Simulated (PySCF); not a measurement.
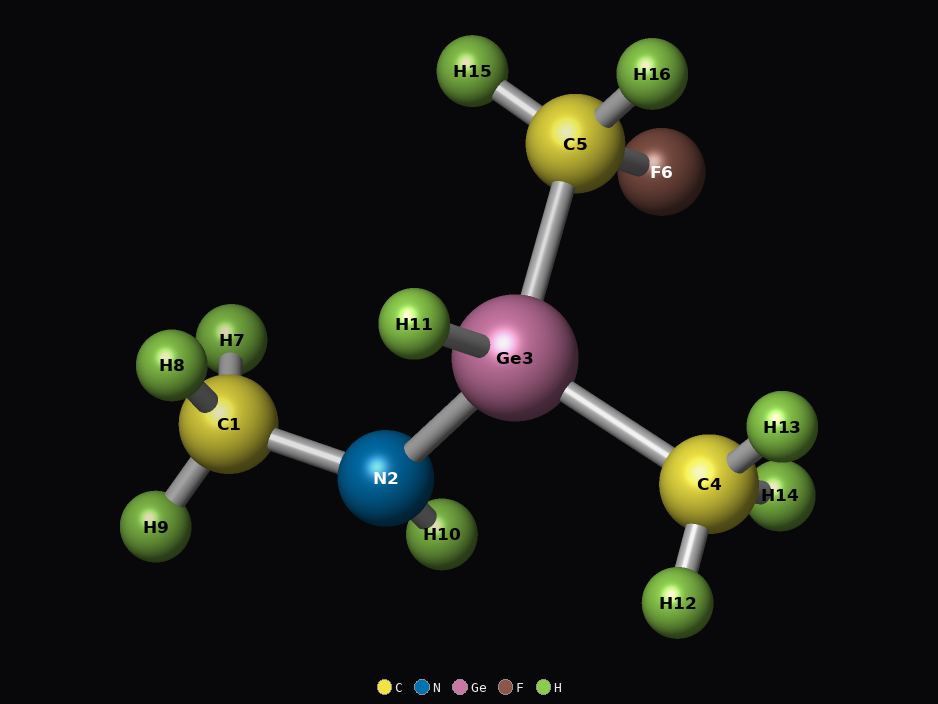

The computed structure is the end point of a GFN2-xTB optimisation. No frequency run is at hand to confirm it as a minimum. Method: B3LYP/pcJ-1 (pcSseg-1 on Ge) indirect spin-spin coupling, non-relativistic, gas phase (PySCF 2.14.0). Isotopes: 13C, 19F, 1H, 15N.

Give the spin–spin coupling constants of these pairs, with the number of bonds between them: C5/F6, N2/H11, N2/C4, N2/H9, F6/H16, F6/H11.

```csv
pair,bonds apart,J (Hz)
"C5, F6",1,−229.0
"N2, H11",2,−9.5
"N2, C4",2,−3.8
"N2, H9",2,−2.7
"F6, H16",2,54.9
"F6, H11",3,27.7
```

Density functionals are unreliable for couplings to fluorine, so those rows may be far off.

The geometry is semi-empirical. Around Ge such bond lengths and angles can be off by a tenth of an ångström or more and by several degrees, and values that hang on the shape move with them.
